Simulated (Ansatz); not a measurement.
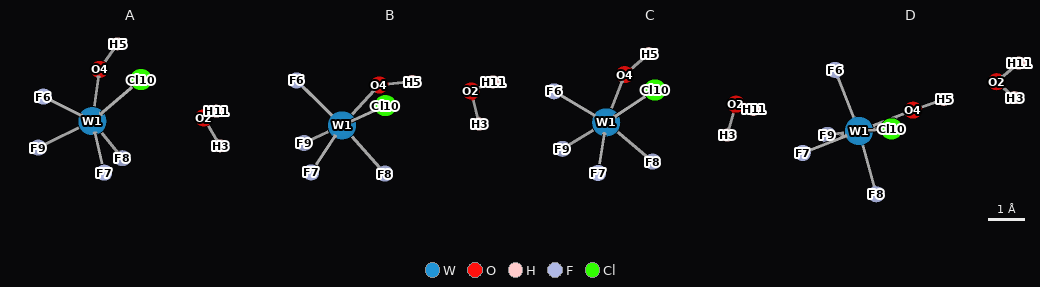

4 geometries from one relaxation of WH3O2ClF4, in shuffled order. A ball-and-stick model, seen at a tilt.

The run prepares an end point of a later path (reaction) calculation, from a guessed geometry.

Method: RHF/def2-SVP in Ansatz. (no spin polarisation; force threshold 0.03 eV/Å; at most 50 steps)

### Put them in the order of the run, from the start to the converged end.

A, C, B, D. They are steps 0, 6, 12, 31, at +80.5 kJ/mol, +39.5 kJ/mol, +9.98 kJ/mol relative to the last. Over 28 accepted moves (31 points after the start) the energy falls by 80.5 kJ/mol. The largest force component goes from 1.2 to 0.012 eV/Å. The line search rejected the trial steps at points 16, 19, 22 of the run. F7 moves most after the best rigid fit: 2.33 Å. Largest moves by element: F 2.33 Å, H 2.14 Å, Cl 1.84 Å, O 1.62 Å, W 0.58 Å. Some distances before and after: W1–O2 3.154 → 4.399 Å, W1–Cl10 2.383 → 2.316 Å, W1–O4 1.805 → 1.775 Å, O2–H11 0.969 → 0.947 Å. Among the angles between lasting bonds that change: F8–W1–Cl10 118.3° → 91.4°, W1–O4–H5 154.2° → 176.1°, O4–W1–F7 163.2° → 179.6°.

Limits of the set-up: the start holds two separate molecules, 2.6 Å apart at their closest, whose relative position is a soft coordinate and is computed without a dispersion correction; Hartree-Fock leaves out electron correlation.
